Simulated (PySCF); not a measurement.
# HF/STO-3G run of [HO2]− (hydroperoxide(1-))

What is the energy change on altering one bond length of [HO2]− (hydroperoxide(1-)) at HF/STO-3G? 

The results are computed with PySCF 2.14.0.

4 further runs of the same task are left out: 4 set aside as unsound or not needed.

## 1. The molecule

[HO2]− has 3 atoms, charge -1, and is taken as a singlet. As SMILES, `[O-]O`. Geometry: relaxed at GFN2-xTB.

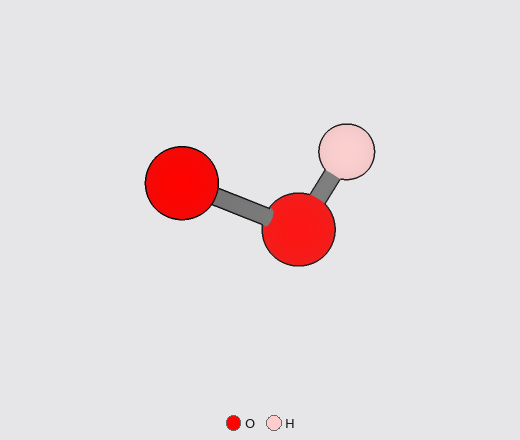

The structure, seen from a chosen angle (oxygen red, hydrogen pink).

## 2. A single-point energy at HF/STO-3G

geometry.xyz reads:

```xyz
3
HO2
O     -0.355040     1.013280    -0.080710
O     -0.244450    -0.436620    -0.180910
H      0.599490    -0.576670     0.261620
```

calc.py reads:

```python
from pyscf import gto, scf

mol = gto.Mole()
mol.atom = 'geometry.xyz'
mol.max_memory = 1860
mol.spin = 0
mol.verbose = 3
mol.basis = 'sto-3g'
mol.charge = -1
mol.build()

mf = scf.RHF(mol)
mf.conv_tol = 1e-10
mf.kernel()
if not mf.converged:
    mf = mf.newton().run(mf.mo_coeff, mf.mo_occ)

energy = mf.e_tot
print('E(%s) = %.9f' % ('HF', energy))
```

Run with:

```console
$ OMP_NUM_THREADS=1 python calc.py
```

The program printed:

```text
converged SCF energy = -147.932374716246
E(HF) = -147.932374716
```

Wall time 0.4 s (1 thread of Intel Xeon 6975P-C (Granite Rapids), shared host); peak memory 0.1 GiB.

## 3. The distorted shape, same level

calc.py reads:

```python
from pyscf import gto

mol = gto.M(
    atom='''
O     -0.388215     1.448223    -0.050652
O     -0.244450    -0.436620    -0.180910
H      0.599490    -0.576670     0.261620
''',
    spin=0,
    charge=-1,
    verbose=3,
    max_memory=1860,
    basis='sto-3g',
)

mf = mol.RHF()
mf.conv_tol = 1e-10
mf.kernel()
if not mf.converged:
    mf = mf.newton().run(mf.mo_coeff, mf.mo_occ)

e_tot = mf.e_tot
print(f'total energy: {e_tot:.8f} hartree')
```

Run with:

```console
$ OMP_NUM_THREADS=1 python calc.py
```

The program printed:

```text
converged SCF energy = -147.855046392886
total energy: -147.85504639 hartree
```

It took 0.48 s on 1 thread of Intel Xeon 6975P-C (Granite Rapids), shared host; peak memory 0.12 GiB.

## 4. Results

At HF/STO-3G:

```
                                                              quantity          value
                                             first shape: total energy  -147.93237 Eh
                                              first shape: HOMO energy        5.19 eV
                                              first shape: LUMO energy       27.37 eV
    first shape: HOMO–LUMO gap (to an unbound level, set by the basis)       22.18 eV
                                         distorted shape: total energy  -147.85505 Eh
                                          distorted shape: HOMO energy        2.70 eV
                                          distorted shape: LUMO energy       19.31 eV
distorted shape: HOMO–LUMO gap (to an unbound level, set by the basis)       16.62 eV
     energy change with the O1–O2 bond stretched from 1.458 to 1.895 Å       2.104 eV
```

In words: With the O1–O2 bond stretched from 1.458 to 1.895 Å the energy rises by 2.10 eV (203 kJ/mol). The first shape isn't relaxed at this level, so the change isn't measured from a minimum. The minimal basis adds a large error of its own. Mulliken charges (first shape) run from -0.59 on O1 to +0.02 on H3. The HOMO (first shape) lies at positive energy, 5.19 eV: the electron is unbound at this level or held by a compact basis; values depend on the basis. Mulliken charges (distorted shape) run from -0.57 on O2 to -0.04 on H3. The HOMO (distorted shape) lies at positive energy, 2.70 eV: the electron is unbound at this level or held by a compact basis; values depend on the basis.
